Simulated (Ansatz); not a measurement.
# GeH4O2Se: shift of H6 from Ge2 to O1, part 2 of 2

How high is the barrier for the shift of H6 from Ge2 to O1? Relax the two ends, then run a nudged elastic band between them. SMILES of the start: [OH][GeH]([OH])[SeH].

Ansatz 0.2.0; RKS B3LYP/def2-SVP. Earlier steps stand in the parts before.

## Step 7: The band, image by image

Images 0 and 6 are the ends. Energies count from image 0; the path length is the program's own measure over all atoms.

| image | path (Å) | energy (eV) | H6–Ge2 (Å) | H6–O1 (Å) | band force (eV/Å) |
| --- | --- | --- | --- | --- | --- |
| 0 | 0.000 | 0.0000 | 1.54 | 2.61 | - |
| 1 | 0.878 | 0.0401 | 1.54 | 2.73 | 0.009 |
| 2 | 1.755 | 0.3391 | 1.53 | 2.41 | 0.045 |
| 3* | 2.633 | 2.3086 | 1.63 | 1.46 | 0.025 |
| 4 | 4.756 | 0.3994 | 3.28 | 0.97 | 0.048 |
| 5 | 6.883 | 0.4172 | 3.03 | 0.97 | 0.005 |
| 6 | 9.010 | 0.3159 | 2.48 | 0.98 | - |

The star marks the climbing image.

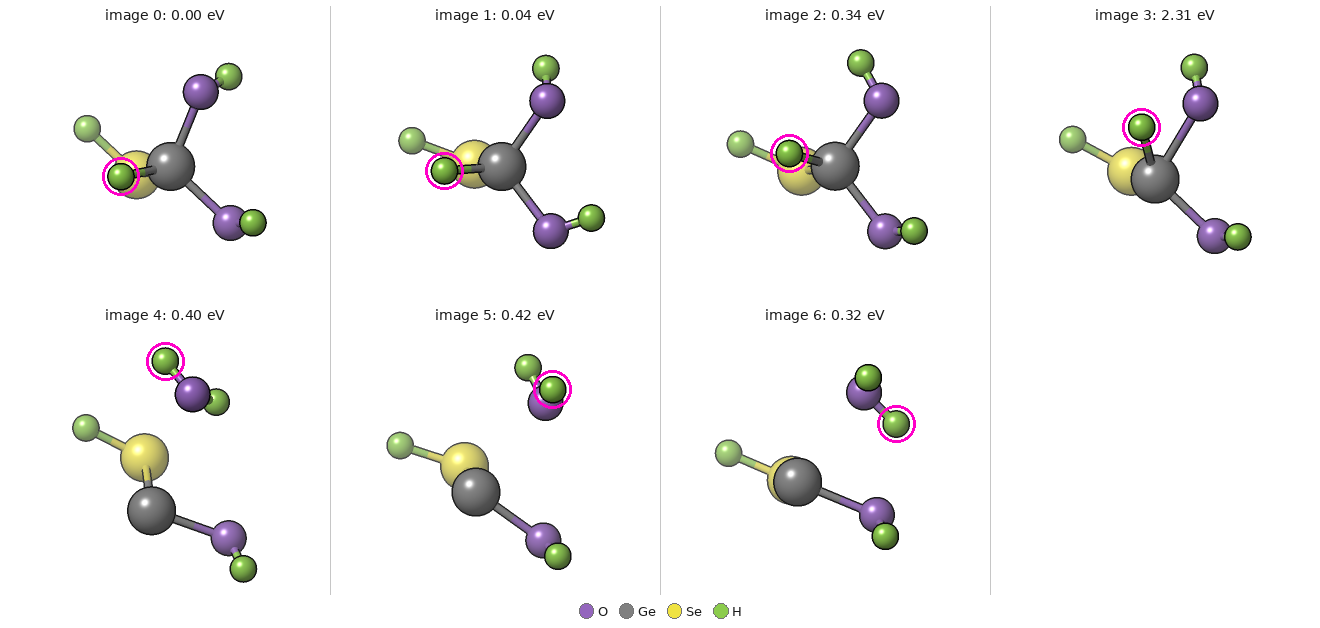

Snapshots along the band, viewed from a free direction. Ringed: H6. Sticks join atoms closer than a bonding distance in each image.

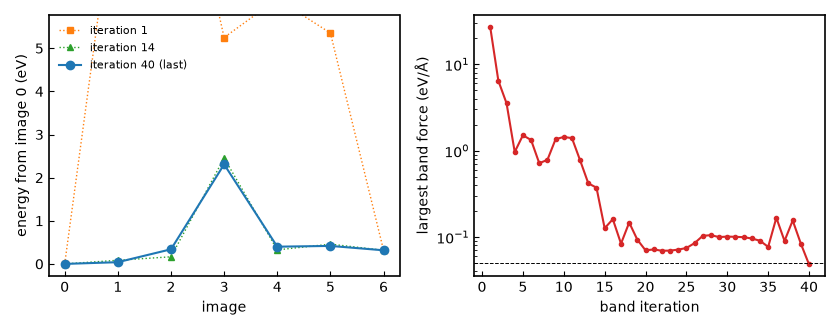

Left: energy of each image for early iterations and the last one (lines only join the points; early values far above the last band run off the scale). Right: the largest band force by iteration, with the threshold dashed.

How the highest energy settled:

```csv
iteration,highest image above image 0 (eV),largest band force (eV/Å)
1,10.7611,27.104
4,2.4305,0.966
7,1.6735,0.717
10,2.1565,1.442
13,2.4695,0.419
16,2.4293,0.161
19,2.4166,0.093
22,2.4071,0.070
25,2.3968,0.075
28,2.3661,0.105
31,2.3465,0.101
34,2.3288,0.091
37,2.3101,0.090
40,2.3086,0.048
```

Positions of all images (Å):

```xyz
8
image=0 dE=0.0000
O    -0.735    1.246   -0.760
Ge    0.229    0.139    0.252
O     1.703   -0.371   -0.613
Se   -0.822   -1.941    0.635
H    -1.106    0.805   -1.537
H     0.520    0.978    1.508
H     2.219    0.382   -0.932
H    -1.916   -1.295    1.390
8
image=1 dE=0.0401
O    -0.423    1.226   -1.030
Ge    0.248    0.156    0.232
O     1.894   -0.221   -0.319
Se   -0.976   -1.872    0.398
H    -1.308    0.957   -1.313
H     0.302    0.895    1.578
H     2.073    0.183   -1.180
H    -1.718   -1.383    1.577
8
image=2 dE=0.3391
O    -0.441    1.142   -1.135
Ge    0.234    0.096    0.150
O     1.789   -0.511   -0.460
Se   -0.881   -1.967    0.496
H    -1.386    1.278   -0.990
H     0.165    1.219    1.193
H     2.306    0.157   -0.931
H    -1.694   -1.471    1.621
8
image=3 dE=2.3086
O    -0.376    1.301   -0.855
Ge    0.398   -0.033    0.437
O     1.847   -0.611   -0.431
Se   -0.908   -2.024    0.489
H    -1.320    1.154   -1.048
H    -0.150    1.496    0.575
H     2.383    0.124   -0.763
H    -1.781   -1.464    1.540
8
image=4 dE=0.3994
O    -0.576    1.585   -0.513
Ge    0.948   -0.204    0.937
O     1.835   -0.796   -0.530
Se   -0.991   -1.595    0.396
H    -0.614    0.794   -1.078
H    -1.496    1.658   -0.207
H     2.767   -0.536   -0.534
H    -1.782   -0.963    1.472
8
image=5 dE=0.4172
O    -0.433    1.136   -0.995
Ge    0.554   -0.050    0.931
O     1.811   -0.727   -0.183
Se   -1.008   -1.903    0.614
H    -1.399    1.070   -0.934
H    -0.232    2.081   -1.075
H     2.565   -0.125   -0.243
H    -1.766   -1.540    1.830
8
image=6 dE=0.3159
O    -0.787    1.070   -0.856
Ge    0.310    0.043    1.037
O     1.476   -0.261   -0.376
Se   -0.803   -2.085    0.759
H    -0.634    2.027   -0.885
H    -0.025    0.679   -1.332
H     2.281    0.268   -0.279
H    -1.725   -1.798    1.877
```

## Step 8: Vibrations at the top

The geometry is the highest inner image of the first converged band.

The input, input.yaml:

```yaml
crystal:
  periodic: [false, false, false]
  atoms:
    - { symbol: O, position_ang: [-0.376223, 1.301464, -0.854727] }
    - { symbol: Ge, position_ang: [0.397963, -0.033065, 0.4366] }
    - { symbol: O, position_ang: [1.847054, -0.611248, -0.431341] }
    - { symbol: Se, position_ang: [-0.908226, -2.024479, 0.488636] }
    - { symbol: H, position_ang: [-1.319655, 1.154254, -1.048029] }
    - { symbol: H, position_ang: [-0.150076, 1.49615, 0.57549] }
    - { symbol: H, position_ang: [2.382794, 0.123989, -0.762606] }
    - { symbol: H, position_ang: [-1.781434, -1.464166, 1.540177] }
basis:
  gaussian: { orbitals: def2-SVP }
hamiltonian:
  xc: b3lyp
phonons: {}
```

Started as:

```bash
$ ansatz run input.yaml --threads 2 --pin off --max-ram 3072MiB --backend cpu --events-out ev --progress --plain --runs-dir out
```

The log of the run, shortened:

```text
Warning: RAYON_NUM_THREADS=2 ignored (pool sized by the plan → 2); use --threads N
[...]
Functional definition: B3LYP
[...]
1166 factors; integrals over basis functions are off by at most 2.7e-4 eV
[...]
mean field -126010.53379034 eV, -4630.8017037876 hartree, gradient 1.9e-5 eV, S^2 0.000000; 0 other end points of the search recorded, 0 dependent functions left out
[...]
reference -126010.53401720 eV, -4630.8017121245 hartree; 43, 43 occupied and 69, 69 virtual orbitals, 1166 factors
[...]
WARN: phonons: modes at or below zero, which the zero-point energy, F, S and C_V leave out: 1, the lowest at -1360.90 cm⁻¹. A minimum has none, and a first-order saddle one
[...]
Atom 4 at    -1.319655     1.154254    -1.048029 Å, force     0.002894     0.011751    -0.013390 eV/Å
Atom 5 at    -0.150076     1.496150     0.575490 Å, force     0.012467    -0.004114    -0.012940 eV/Å
Atom 6 at     2.382794     0.123989    -0.762606 Å, force     0.000751    -0.000195     0.004551 eV/Å
Atom 7 at    -1.781434    -1.464166     1.540177 Å, force    -0.001561    -0.001164     0.001043 eV/Å
Dipole moment:    -0.210217     0.326918     0.166100 e Å
Vibrations: -1360.90 100.43 139.13 173.27 225.42 260.09 280.14 313.12 495.13 633.40 664.01 696.54 866.35 915.96 1813.32 2404.46 3734.11 3820.99 cm⁻¹, zero-point energy 1.087085 eV
```

Wall time 2.2 min (2 threads of Arm Neoverse V1, shared host); peak memory 0.28 GiB.

Of 18 modes, 1 is imaginary by more than 30 cm⁻¹ (1361i cm⁻¹).

## Step 9: A trajectory let go at the top

It starts at the highest inner image of the first converged band: 200 steps of 0.5 fs at constant energy, with velocities drawn for 300 K.

Edit input.yaml of step 8 so:

```diff
@@ -15,2 +15,8 @@
   xc: b3lyp
-phonons: {}
+md:
+  timestep: 0.5
+  n_steps: 200
+  ensemble: nve
+  temperature: 300.0
+  initial_velocities: maxwell_boltzmann
+  seed: 6708
```

Started as:

```bash
$ ansatz run input.yaml --threads 2 --pin off --max-ram 3072MiB --backend cpu --events-out ev --progress --plain --runs-dir out
```

The log of the run, shortened:

```text
Warning: RAYON_NUM_THREADS=2 ignored (pool sized by the plan → 2); use --threads N
[...]
Functional definition: B3LYP
[...]
1166 factors; integrals over basis functions are off by at most 2.7e-4 eV
[...]
mean field -126010.53379034 eV, -4630.8017037876 hartree, gradient 1.9e-5 eV, S^2 0.000000; 0 other end points of the search recorded, 0 dependent functions left out
[...]
md step    96: t =    48.00 fs  T =  1890.3 K  F+E_penalty+E_count = -126011.76043975 eV  E_kin = 1.466028 eV  conserved = -126010.29441160 eV  (27 SCF iters)
md step    97: t =    48.50 fs  T =  1816.8 K  F+E_penalty+E_count = -126011.69962469 eV  E_kin = 1.409063 eV  conserved = -126010.29056160 eV  (27 SCF iters)
md step    98: t =    49.00 fs  T =  2006.7 K  F+E_penalty+E_count = -126011.85899756 eV  E_kin = 1.556298 eV  conserved = -126010.30270003 eV  (29 SCF iters)
```

## Step 10: More of the same log: dynamics from the highest image of the converged band

The log, continued, shortened:

```text
md step    99: t =    49.50 fs  T =  2264.2 K  F+E_penalty+E_count = -126012.06908621 eV  E_kin = 1.756029 eV  conserved = -126010.31305760 eV  (27 SCF iters)
[...]
md step   124: t =    62.00 fs  T =  1418.8 K  F+E_penalty+E_count = -126011.39877706 eV  E_kin = 1.100366 eV  conserved = -126010.29841056 eV  (27 SCF iters)
[...]
Atom 4 at    -2.556794     1.556826    -2.004303 Å, force     2.155051     0.608584    -0.528974 eV/Å
Atom 5 at    -1.036195     1.817473    -1.373650 Å, force    -2.670797     0.064780    -3.971319 eV/Å
Atom 6 at     2.225410    -0.004865    -0.884165 Å, force     0.022556     0.018717    -0.002286 eV/Å
Atom 7 at    -1.524649    -1.911643     1.712945 Å, force    -0.084279     0.022362     0.106280 eV/Å
Dipole moment:     0.147740     0.157911     0.650519 e Å
```

It took 13 min on 2 threads of Arm Neoverse V1, shared host; peak memory 0.29 GiB.

## Step 11: Frames and traces

One step in 11; energies are changes from step 0:

```csv
time (fs),T (K),potential energy change (meV/atom),total energy change (meV/atom),H6–Ge2 (Å),H6–O1 (Å)
0.0,300,0.0,0.00,1.63,1.46
5.5,500,-19.2,0.15,1.74,1.25
11.0,1359,-103.2,-0.54,2.09,0.89
16.5,1340,-100.7,0.14,2.67,1.15
22.0,2237,-189.1,-1.38,2.98,0.99
27.5,2335,-198.5,-1.19,3.24,1.00
33.0,1808,-146.1,0.11,3.56,1.13
38.5,1853,-150.0,0.50,3.43,0.86
44.0,1620,-127.7,0.33,3.65,1.17
49.5,2264,-191.9,-1.49,3.36,0.91
55.0,2030,-168.1,-0.33,3.29,1.08
60.5,1974,-162.7,-0.43,3.13,1.07
66.0,1909,-157.4,-1.46,3.17,0.89
71.5,1322,-98.7,0.39,3.03,1.15
77.0,1678,-134.3,-0.71,3.29,0.87
82.5,1760,-141.7,-0.24,3.28,1.07
88.0,1880,-153.7,-0.54,3.42,1.06
93.5,1872,-153.8,-1.41,3.68,0.89
99.0,1422,-108.4,0.40,3.62,1.15
100.0,1577,-123.5,0.24,3.66,1.12
```

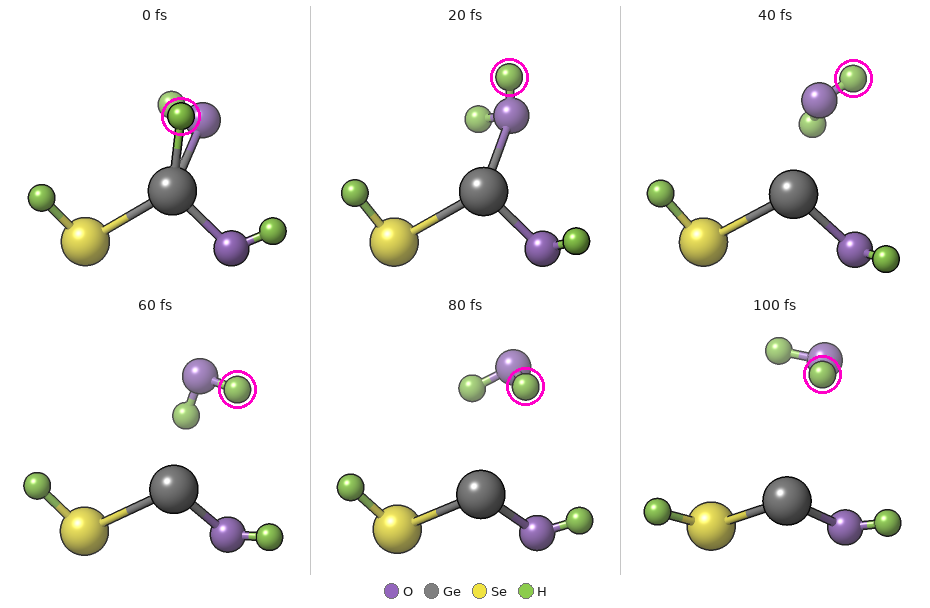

The system at six times, viewed from a chosen angle. Sticks join atoms within a bonding distance in each frame.

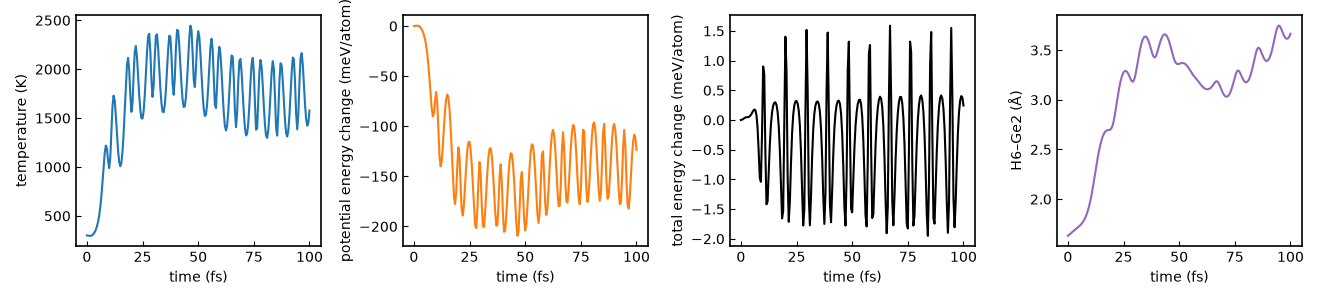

Traces against time; each panel has its own scale.

Bonds that form or break, judged by distance (formed within 1.15 times the sum of covalent radii and held on average over 12 fs, broken when stretched by half; pairs already stretched at the start don't count as bonds):

```csv
time (fs),bond,event
8.0,O1–H6,forms
12.5,Ge2–H6,breaks
41.5,O1–Ge2,breaks
```

The last frame stands with the bonds of end B.

## Step 12: A trajectory let go at the top

It starts at the highest inner image of the first converged band: 200 steps of 0.5 fs at constant energy, with velocities drawn for 100 K.

Edit input.yaml of step 9 so:

```diff
@@ -19,4 +19,4 @@
   ensemble: nve
-  temperature: 300.0
+  temperature: 100.0
   initial_velocities: maxwell_boltzmann
-  seed: 6708
+  seed: 6709
```

Started as:

```bash
$ ansatz run input.yaml --threads 2 --pin off --max-ram 3072MiB --backend cpu --events-out ev --progress --plain --runs-dir out
```

The log of the run, shortened:

```text
Warning: RAYON_NUM_THREADS=2 ignored (pool sized by the plan → 2); use --threads N
[...]
Functional definition: B3LYP
[...]
1166 factors; integrals over basis functions are off by at most 2.7e-4 eV
[...]
mean field -126010.53379034 eV, -4630.8017037876 hartree, gradient 1.9e-5 eV, S^2 0.000000; 0 other end points of the search recorded, 0 dependent functions left out
[...]
md step    96: t =    48.00 fs  T =  1938.7 K  F+E_penalty+E_count = -126011.96492242 eV  E_kin = 1.503578 eV  conserved = -126010.46134423 eV  (31 SCF iters)
md step    97: t =    48.50 fs  T =  2217.3 K  F+E_penalty+E_count = -126012.18988787 eV  E_kin = 1.719684 eV  conserved = -126010.47020426 eV  (33 SCF iters)
md step    98: t =    49.00 fs  T =  2319.6 K  F+E_penalty+E_count = -126012.26761685 eV  E_kin = 1.799023 eV  conserved = -126010.46859408 eV  (30 SCF iters)
```

## Step 13: More of the same log: dynamics from the highest image of the converged band

The log, continued, shortened:

```text
md step    99: t =    49.50 fs  T =  2235.5 K  F+E_penalty+E_count = -126012.19712994 eV  E_kin = 1.733794 eV  conserved = -126010.46333591 eV  (32 SCF iters)
[...]
md step   124: t =    62.00 fs  T =  1432.0 K  F+E_penalty+E_count = -126011.56394224 eV  E_kin = 1.110584 eV  conserved = -126010.45335785 eV  (33 SCF iters)
[...]
Atom 4 at    -2.045632     1.974990    -1.591154 Å, force     1.148930     0.336367    -0.695460 eV/Å
Atom 5 at    -0.452998     1.728506    -1.707224 Å, force    -3.065283     1.974131    -1.525549 eV/Å
Atom 6 at     2.179047    -0.087509    -0.980575 Å, force     0.209006     0.018017     0.059854 eV/Å
Atom 7 at    -1.843074    -1.551032     1.418485 Å, force    -0.375527    -0.004700     0.465918 eV/Å
Dipole moment:     0.308210     0.155492     0.532249 e Å
```

Wall time 13 min (2 threads of Arm Neoverse V1, shared host); peak memory 0.28 GiB.

## Step 14: What the atoms did

The trajectory, every 11 steps (energies from step 0):

```csv
time (fs),T (K),potential energy change (meV/atom),total energy change (meV/atom),H6–Ge2 (Å),H6–O1 (Å)
0.0,100,0.0,0.00,1.63,1.46
5.5,60,4.0,0.06,1.61,1.44
11.0,99,0.2,0.13,1.67,1.37
16.5,1112,-98.9,-0.76,1.83,1.01
22.0,1175,-104.2,0.03,2.42,1.14
27.5,1689,-155.1,-1.02,2.70,0.89
33.0,1195,-105.7,0.39,3.29,1.18
38.5,1754,-160.7,-0.31,3.30,0.87
44.0,1765,-161.4,0.07,3.69,1.12
49.5,2236,-207.9,-0.89,3.69,1.03
55.0,2311,-216.1,-1.73,3.67,0.96
60.5,1521,-137.5,0.24,3.67,1.15
66.0,1426,-126.9,1.62,3.48,0.84
71.5,1316,-117.5,0.38,3.45,1.14
77.0,1942,-180.2,-1.63,3.36,0.97
82.5,1899,-175.8,-1.38,3.38,1.00
88.0,1271,-113.4,0.17,3.33,1.12
93.5,1057,-91.3,1.52,3.56,0.84
99.0,1123,-98.8,0.38,3.41,1.14
100.0,1540,-139.9,-0.24,3.47,1.08
```

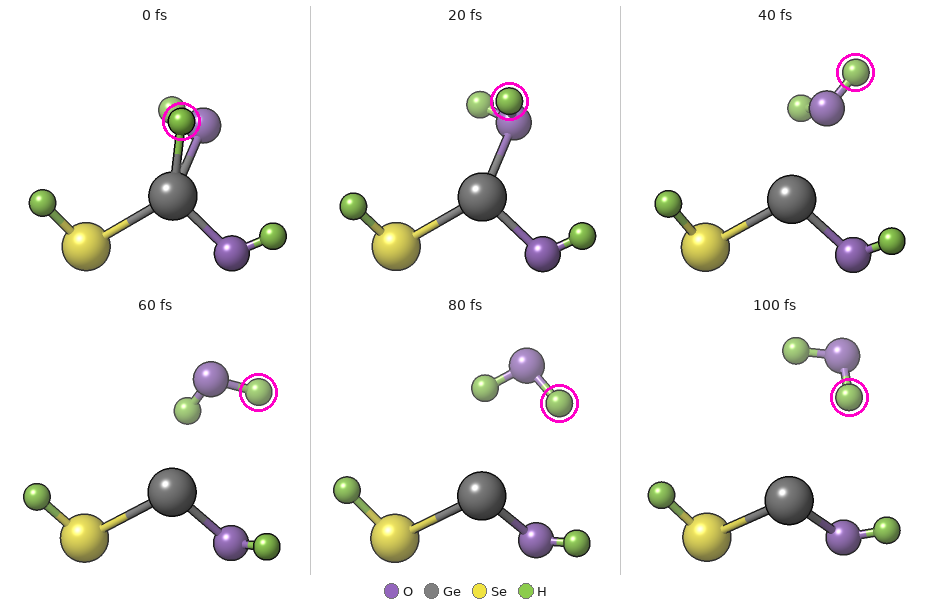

The system at six times, viewed from a chosen angle. Sticks join atoms within a bonding distance in each frame.

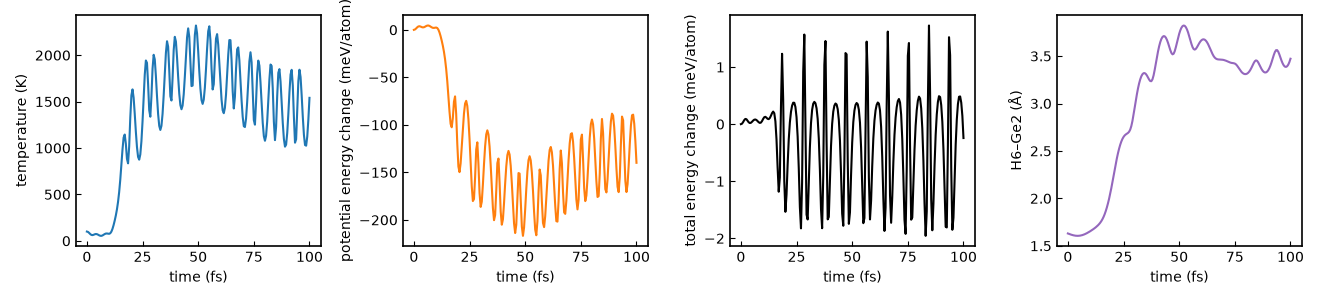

Time series of the run, each on its own scale.

Bonds that form or break, judged by distance (formed within 1.15 times the sum of covalent radii and held on average over 12 fs, broken when stretched by half; pairs already stretched at the start don't count as bonds):

```csv
time (fs),bond,event
16.0,O1–H6,forms
21.0,Ge2–H6,breaks
47.5,O1–Ge2,breaks
```

The last frame stands with the bonds of end B.

## Step 15: What came out

What follows sums up all 2 parts.

| quantity | value |
| --- | --- |
| end A | 37 moves, 0.443 eV lower |
| end B | 16 moves, 3.530 eV lower |
| barrier forwards | 2.31 eV |
| barrier backwards | 1.99 eV |
| second end relative to first | +0.316 eV |
| highest image | 3 of 0 to 6, climbing |
| band iterations | 40 |
| pieces at the ends | GeH4O2Se → GeH2OSe + H2O |
| imaginary modes at the top | 1361i cm⁻¹ |
| trajectory at 300 K, after 100 fs | with the bonds of end B, at 1577 K |
| trajectory at 100 K, after 100 fs | with the bonds of end B, at 1540 K |

In words: Along this path the system climbs 2.31 eV from the first end (89 kT at 300 K), which at an assumed attempt frequency of 10^13 s⁻¹ means a rate near 10^-26 s⁻¹. The second end lies 0.32 eV above the first, so the way back costs 1.99 eV. By distance, end A alone has O1–Ge2, Ge2–H6 and end B alone has O1–H6. One imaginary mode, as a first-order saddle point has. Zero-point energy and entropy are left out. Tunnelling, which matters where hydrogen moves, is missing too.
